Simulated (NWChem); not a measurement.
Run report: C$_{3}$H$_{3}$F$_{3}$, energy and gradient calculation (part 2 of 2)

The same run, continued: C$_{3}$H$_{3}$F$_{3}$; HF/STO-3G, RHF (NWChem 7.3.0). The geometry comes from this level: PBE0-D4/def2-TZVP.

Geometry of the input (Å):
```
F  -0.3583  -2.0209  -0.6112
C  0.5054  -0.9540  -0.4002
C  -0.0889  0.0106  0.5549
C  -0.4804  1.2207  0.2038
F  -0.3875  1.7332  -1.0004
F  -1.0092  2.0990  1.0200
H  0.7050  -0.4878  -1.3669
H  1.4357  -1.3722  -0.0054
H  -0.2333  -0.2749  1.5884
```

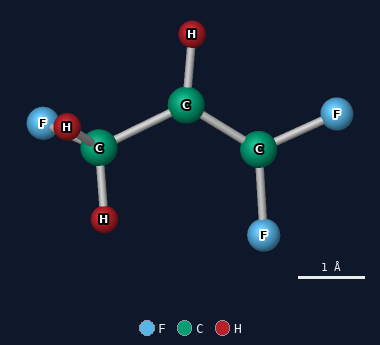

*The structure as given in the input (ball-and-stick view, seen at a tilt).*

**The program's output, continued**
```
 Vector   12  Occ=2.000000D+00  E=-7.479187D-01
              MO Center= -4.1D-01,  1.1D+00,  3.5D-02, r^2= 3.0D+00
   Bfn.  Coefficient  Atom+Function         Bfn.  Coefficient  Atom+Function
  ----- ------------  ---------------      ----- ------------  ---------------
    25      0.410476  5 F  pz                17      0.354709  4 C  s
    22     -0.342221  5 F  s                 30     -0.340369  6 F  pz
    27     -0.265885  6 F  s                 12     -0.262559  3 C  s
    19      0.253507  4 C  py                33     -0.180058  9 H  s
     7      0.152012  2 C  s

 Vector   13  Occ=2.000000D+00  E=-6.811927D-01
              MO Center= -2.5D-01,  6.1D-01,  1.9D-01, r^2= 3.2D+00
   Bfn.  Coefficient  Atom+Function         Bfn.  Coefficient  Atom+Function
  ----- ------------  ---------------      ----- ------------  ---------------
    24      0.364804  5 F  py                19      0.267924  4 C  py
    30     -0.251943  6 F  pz                27     -0.234773  6 F  s
    15      0.231909  3 C  pz                33      0.226470  9 H  s
    10      0.210370  2 C  pz                29     -0.184714  6 F  py
    20      0.175199  4 C  pz                14     -0.167277  3 C  py

 Vector   14  Occ=2.000000D+00  E=-6.528451D-01
              MO Center= -2.8D-01,  6.5D-01,  8.6D-06, r^2= 3.5D+00
   Bfn.  Coefficient  Atom+Function         Bfn.  Coefficient  Atom+Function
  ----- ------------  ---------------      ----- ------------  ---------------
    29     -0.367441  6 F  py                20      0.344549  4 C  pz
    25     -0.292914  5 F  pz                10     -0.240014  2 C  pz
    14      0.221512  3 C  py                28      0.218298  6 F  px
    22      0.199080  5 F  s                  8      0.174374  2 C  px
    12     -0.173310  3 C  s                  5     -0.171591  1 F  pz

 Vector   15  Occ=2.000000D+00  E=-6.403371D-01
              MO Center= -5.7D-01,  1.5D+00,  5.6D-02, r^2= 1.9D+00
   Bfn.  Coefficient  Atom+Function         Bfn.  Coefficient  Atom+Function
  ----- ------------  ---------------      ----- ------------  ---------------
    23      0.485196  5 F  px                28      0.427029  6 F  px
    18      0.412519  4 C  px                29      0.294147  6 F  py
    25      0.190311  5 F  pz                13      0.153798  3 C  px

 Vector   16  Occ=2.000000D+00  E=-6.005355D-01
              MO Center=  1.9D-01, -6.4D-01, -3.7D-01, r^2= 3.2D+00
   Bfn.  Coefficient  Atom+Function         Bfn.  Coefficient  Atom+Function
  ----- ------------  ---------------      ----- ------------  ---------------
     8     -0.324820  2 C  px                32     -0.322474  8 H  s
     4      0.320571  1 F  py                24      0.319305  5 F  py
     3     -0.265331  1 F  px                 9      0.257206  2 C  py
    10     -0.194358  2 C  pz                28      0.179731  6 F  px
    31      0.171278  7 H  s                  5     -0.167665  1 F  pz

 Vector   17  Occ=2.000000D+00  E=-5.501212D-01
              MO Center= -2.0D-01, -5.5D-01,  1.2D-02, r^2= 3.7D+00
   Bfn.  Coefficient  Atom+Function         Bfn.  Coefficient  Atom+Function
  ----- ------------  ---------------      ----- ------------  ---------------
     5      0.434249  1 F  pz                 4      0.308325  1 F  py
    29     -0.299180  6 F  py                33     -0.270006  9 H  s
    15     -0.255339  3 C  pz                 8     -0.252432  2 C  px
    10      0.233198  2 C  pz                31     -0.211479  7 H  s
    30      0.168375  6 F  pz                28      0.167189  6 F  px

 Vector   18  Occ=2.000000D+00  E=-5.344814D-01
              MO Center= -1.1D-01, -9.9D-01, -1.7D-01, r^2= 2.7D+00
   Bfn.  Coefficient  Atom+Function         Bfn.  Coefficient  Atom+Function
  ----- ------------  ---------------      ----- ------------  ---------------
     3      0.425787  1 F  px                 4      0.375976  1 F  py
     9     -0.356262  2 C  py                15      0.255234  3 C  pz
     2     -0.248212  1 F  s                 33      0.222130  9 H  s
     8     -0.202804  2 C  px                10     -0.196920  2 C  pz
    29      0.166032  6 F  py                13     -0.158290  3 C  px

 Vector   19  Occ=2.000000D+00  E=-5.214995D-01
              MO Center= -7.0D-01,  1.9D+00,  7.4D-04, r^2= 1.5D+00
   Bfn.  Coefficient  Atom+Function         Bfn.  Coefficient  Atom+Function
  ----- ------------  ---------------      ----- ------------  ---------------
    23      0.650323  5 F  px                28     -0.643864  6 F  px
    29     -0.244569  6 F  py                24      0.238498  5 F  py
    25      0.160135  5 F  pz

 Vector   20  Occ=2.000000D+00  E=-4.985721D-01
              MO Center= -6.4D-01,  1.8D+00, -1.2D-01, r^2= 1.6D+00
   Bfn.  Coefficient  Atom+Function         Bfn.  Coefficient  Atom+Function
  ----- ------------  ---------------      ----- ------------  ---------------
    30      0.620035  6 F  pz                24      0.514362  5 F  py
    25      0.459817  5 F  pz                23     -0.310158  5 F  px
    29     -0.166076  6 F  py

 Vector   21  Occ=2.000000D+00  E=-4.897314D-01
              MO Center= -5.2D-01,  1.1D+00,  1.4D-01, r^2= 3.1D+00
   Bfn.  Coefficient  Atom+Function         Bfn.  Coefficient  Atom+Function
  ----- ------------  ---------------      ----- ------------  ---------------
    24      0.502924  5 F  py                29      0.473853  6 F  py
    30     -0.332993  6 F  pz                 3      0.275745  1 F  px
    14      0.251647  3 C  py                33     -0.212306  9 H  s
    15     -0.204942  3 C  pz                19     -0.197711  4 C  py

 Vector   22  Occ=2.000000D+00  E=-4.152803D-01
              MO Center= -8.7D-02, -1.5D+00, -5.5D-01, r^2= 1.6D+00
   Bfn.  Coefficient  Atom+Function         Bfn.  Coefficient  Atom+Function
  ----- ------------  ---------------      ----- ------------  ---------------
     5      0.815339  1 F  pz                31      0.340822  7 H  s
    10     -0.258478  2 C  pz                15      0.175327  3 C  pz

 Vector   23  Occ=2.000000D+00  E=-4.137225D-01
              MO Center= -4.7D-02, -1.5D+00, -3.9D-01, r^2= 1.9D+00
   Bfn.  Coefficient  Atom+Function         Bfn.  Coefficient  Atom+Function
  ----- ------------  ---------------      ----- ------------  ---------------
     3      0.633115  1 F  px                 4     -0.547259  1 F  py
    32     -0.319428  8 H  s                 14     -0.196505  3 C  py
     8     -0.185672  2 C  px                 9      0.175822  2 C  py
    29     -0.160723  6 F  py

 Vector   24  Occ=2.000000D+00  E=-2.996092D-01
              MO Center= -2.9D-01,  5.8D-01,  3.0D-01, r^2= 2.1D+00
   Bfn.  Coefficient  Atom+Function         Bfn.  Coefficient  Atom+Function
  ----- ------------  ---------------      ----- ------------  ---------------
    13      0.595464  3 C  px                18      0.408804  4 C  px
    28     -0.337743  6 F  px                23     -0.330561  5 F  px
    14      0.238043  3 C  py                19      0.164487  4 C  py
    15      0.154324  3 C  pz                 4      0.150308  1 F  py

 Vector   25  Occ=0.000000D+00  E= 2.961842D-01
              MO Center= -3.0D-01,  6.3D-01,  2.8D-01, r^2= 1.7D+00
   Bfn.  Coefficient  Atom+Function         Bfn.  Coefficient  Atom+Function
  ----- ------------  ---------------      ----- ------------  ---------------
    18      0.754641  4 C  px                13     -0.641467  3 C  px
    19      0.283586  4 C  py                14     -0.253914  3 C  py
    23     -0.241326  5 F  px                28     -0.241562  6 F  px
     4     -0.178781  1 F  py                20      0.179023  4 C  pz
    15     -0.158280  3 C  pz                32      0.156097  8 H  s

 Vector   26  Occ=0.000000D+00  E= 5.426098D-01
              MO Center= -2.8D-01,  5.8D-01,  4.2D-01, r^2= 2.3D+00
   Bfn.  Coefficient  Atom+Function         Bfn.  Coefficient  Atom+Function
  ----- ------------  ---------------      ----- ------------  ---------------
    20      0.718294  4 C  pz                33     -0.607567  9 H  s
    15      0.518105  3 C  pz                10      0.383246  2 C  pz
    29      0.379001  6 F  py                 7      0.370925  2 C  s
    25      0.301923  5 F  pz                27     -0.301820  6 F  s
    22      0.247439  5 F  s                 24     -0.236333  5 F  py

 Vector   27  Occ=0.000000D+00  E= 5.981736D-01
              MO Center= -6.2D-02,  8.7D-03, -3.4D-01, r^2= 2.8D+00
   Bfn.  Coefficient  Atom+Function         Bfn.  Coefficient  Atom+Function
  ----- ------------  ---------------      ----- ------------  ---------------
    17      0.790961  4 C  s                  9     -0.680524  2 C  py
    25     -0.436729  5 F  pz                31      0.420130  7 H  s
    22     -0.337392  5 F  s                  4     -0.330146  1 F  py
     8     -0.322303  2 C  px                13      0.314103  3 C  px
     3     -0.308581  1 F  px                20     -0.289677  4 C  pz

 Vector   28  Occ=0.000000D+00  E= 6.160626D-01
              MO Center= -1.6D-01,  3.7D-01,  3.1D-02, r^2= 3.1D+00
   Bfn.  Coefficient  Atom+Function         Bfn.  Coefficient  Atom+Function
  ----- ------------  ---------------      ----- ------------  ---------------
    17      0.845942  4 C  s                 12     -0.665902  3 C  s
     9      0.587569  2 C  py                25     -0.401334  5 F  pz
    33      0.337241  9 H  s                 27     -0.318954  6 F  s
    19      0.314733  4 C  py                30      0.315815  6 F  pz
     4      0.303317  1 F  py                 3      0.282817  1 F  px

 Vector   29  Occ=0.000000D+00  E= 6.558682D-01
              MO Center=  2.9D-01, -7.5D-01, -1.5D-01, r^2= 1.9D+00
   Bfn.  Coefficient  Atom+Function         Bfn.  Coefficient  Atom+Function
  ----- ------------  ---------------      ----- ------------  ---------------
     8      0.802409  2 C  px                32     -0.641240  8 H  s
    12      0.631306  3 C  s                 31      0.529900  7 H  s
    33     -0.483749  9 H  s                  7     -0.434617  2 C  s
    14     -0.403789  3 C  py                 4      0.328288  1 F  py
     9     -0.325988  2 C  py                10      0.318759  2 C  pz

 Vector   30  Occ=0.000000D+00  E= 7.060357D-01
              MO Center=  7.0D-01, -7.7D-01, -7.2D-01, r^2= 1.7D+00
   Bfn.  Coefficient  Atom+Function         Bfn.  Coefficient  Atom+Function
  ----- ------------  ---------------      ----- ------------  ---------------
    31     -0.963118  7 H  s                  7      0.920829  2 C  s
    10     -0.668611  2 C  pz                32     -0.636246  8 H  s
     8      0.513878  2 C  px                12      0.337741  3 C  s
    19      0.232724  4 C  py                 3     -0.195352  1 F  px
     9     -0.165699  2 C  py

 Vector   31  Occ=0.000000D+00  E= 7.298606D-01
              MO Center=  3.6D-01, -5.4D-01,  3.6D-01, r^2= 2.4D+00
   Bfn.  Coefficient  Atom+Function         Bfn.  Coefficient  Atom+Function
  ----- ------------  ---------------      ----- ------------  ---------------
    12      0.984155  3 C  s                  7     -0.883332  2 C  s
    32      0.783567  8 H  s                 33     -0.619743  9 H  s
    10     -0.614917  2 C  pz                19      0.432208  4 C  py
    14     -0.280750  3 C  py                30      0.192037  6 F  pz
    18     -0.181972  4 C  px                 8     -0.179850  2 C  px

 Vector   32  Occ=0.000000D+00  E= 9.168326D-01
              MO Center= -1.8D-01,  3.2D-01,  4.2D-01, r^2= 1.8D+00
   Bfn.  Coefficient  Atom+Function         Bfn.  Coefficient  Atom+Function
  ----- ------------  ---------------      ----- ------------  ---------------
    15      1.014901  3 C  pz                20     -0.736391  4 C  pz
    33     -0.694335  9 H  s                  7      0.583443  2 C  s
     9      0.430398  2 C  py                13     -0.319170  3 C  px
    25     -0.255643  5 F  pz                27      0.252625  6 F  s
    22     -0.248416  5 F  s                 29     -0.249526  6 F  py

 Vector   33  Occ=0.000000D+00  E= 1.010987D+00
              MO Center= -2.4D-01,  5.4D-01,  3.2D-01, r^2= 1.2D+00
   Bfn.  Coefficient  Atom+Function         Bfn.  Coefficient  Atom+Function
  ----- ------------  ---------------      ----- ------------  ---------------
    14      1.068132  3 C  py                19      1.066201  4 C  py
    12      0.831843  3 C  s                 17     -0.809359  4 C  s
    10      0.345627  2 C  pz                13     -0.345943  3 C  px
    20     -0.346275  4 C  pz                18     -0.336766  4 C  px
    15     -0.297175  3 C  pz                31      0.220758  7 H  s

 center of mass
 --------------
 x =  -0.63345990 y =   0.70039691 z =  -0.13224845

 moments of inertia (a.u.)
 ------------------
        1043.248466057117         151.483774234766          56.530956127796
         151.483774234766         279.835749999100        -148.440829085680
          56.530956127796        -148.440829085680         923.499647125299

  Mulliken analysis of the total density
  --------------------------------------

    Atom       Charge   Shell Charges
 -----------   ------   -------------------------------------------------------
    1 F    9     9.15   2.00  1.95  5.21
    2 C    6     5.98   1.99  1.17  2.82
    3 C    6     6.14   1.99  1.11  3.03
    4 C    6     5.69   1.99  1.07  2.62
    5 F    9     9.13   2.00  1.94  5.20
    6 F    9     9.13   2.00  1.94  5.19
    7 H    1     0.93   0.93
    8 H    1     0.93   0.93
    9 H    1     0.92   0.92

       Multipole analysis of the density wrt the origin
       ------------------------------------------------

     L   x y z        total         open         nuclear
     -   - - -        -----         ----         -------
     0   0 0 0     -0.000000      0.000000     48.000000

     1   1 0 0      0.330755      0.000000    -26.968280
     1   0 1 0      0.182843      0.000000     29.915496
     1   0 0 1      0.145682      0.000000     -5.588487

     2   2 0 0    -21.424248      0.000000     61.602879
     2   1 1 0     -0.471459      0.000000    -97.345348
     2   1 0 1     -0.116732      0.000000    -25.867357
     2   0 2 0    -24.505552      0.000000    428.680749
     2   0 1 1     -0.717324      0.000000     67.266668
     2   0 0 2    -21.837380      0.000000    104.210801

                              NWChem Gradients Module
                              -----------------------

  wavefunction    =   RHF

                         RHF ENERGY GRADIENTS

    atom               coordinates                        gradient
                 x          y          z           x          y          z
   1 F      -0.677089  -3.818947  -1.155001    0.005848   0.006799   0.002389
   2 C       0.955068  -1.802799  -0.756268   -0.003345   0.029277   0.014601
   3 C      -0.167997   0.020031   1.048609    0.009403  -0.022066  -0.023482
   4 C      -0.907824   2.306789   0.385126   -0.012461   0.039907  -0.010218
   5 F      -0.732269   3.275273  -1.890482   -0.005847  -0.014822   0.046621
   6 F      -1.907111   3.966535   1.927521    0.020698  -0.031385  -0.035104
   7 H       1.332257  -0.921808  -2.583066   -0.004541  -0.006452   0.002632
   8 H       2.713080  -2.593082  -0.010205   -0.008033  -0.003014  -0.000730
   9 H      -0.440873  -0.519486   3.001641   -0.001721   0.001756   0.003291

                 ----------------------------------------
                 |  Time  |  1-e(secs)   |  2-e(secs)   |
                 ----------------------------------------
                 |  CPU   |       0.00   |       0.13   |
                 ----------------------------------------
                 |  WALL  |       0.00   |       0.13   |
                 ----------------------------------------

 Task  times  cpu:        1.6s     wall:        1.6s
 Total times  cpu:        1.6s     wall:        1.6s
```

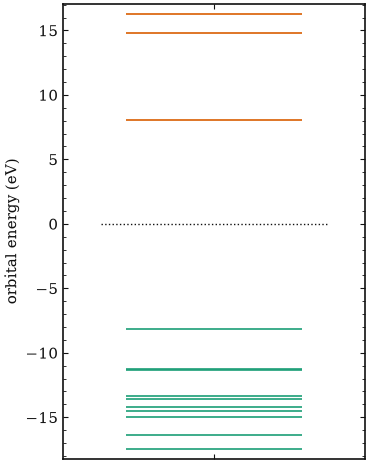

*Orbital energies near the frontier; the dotted line parts filled from empty levels, and levels within 0.02 eV of each other stand side by side.*

Highest filled −8.15 eV, lowest empty 8.06 eV, 16.21 eV apart.

**Key numbers**

```tsv
quantity	value
outcome	converged
total energy	−408.026070 hartree
basis functions	33
largest force	2.645 eV/Å
HOMO	−8.15 eV
LUMO	8.06 eV
dipole moment	1.03 D
wall time	2.1 s
peak memory	0.1 GiB
```
